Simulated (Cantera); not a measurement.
Feed: 1 mol SiCl4, 0.084 mol Cl2, a varied amount of H2, equilibrated at 600 °C and 10.0 mbar.

These are equilibrium values from Cantera (NASA tables, ideal gas, pure condensed phases), not measurements of a reactor. Candidate condensed phases: Si; 19 gas species. The tables' values for SiCl3 are old estimates; treat these amounts as uncertain. The numbers say what is thermodynamically allowed, not how fast it happens.

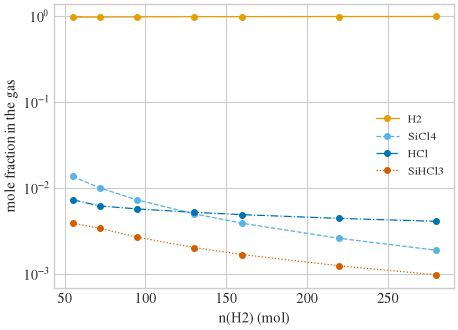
Fig. 1. Equilibrium gas composition (values under 1e-9 drawn at 1e-9)

At 55 mol H2 nothing is condensed. From 72 mol H2 to 280 mol H2 the condensed part is Si(s). The main Si-bearing gas is SiCl4 throughout. The share of Si in condensed phases is highest at 280 mol H2 (16.6 %) and lowest at 55 mol H2 (0.0 %).
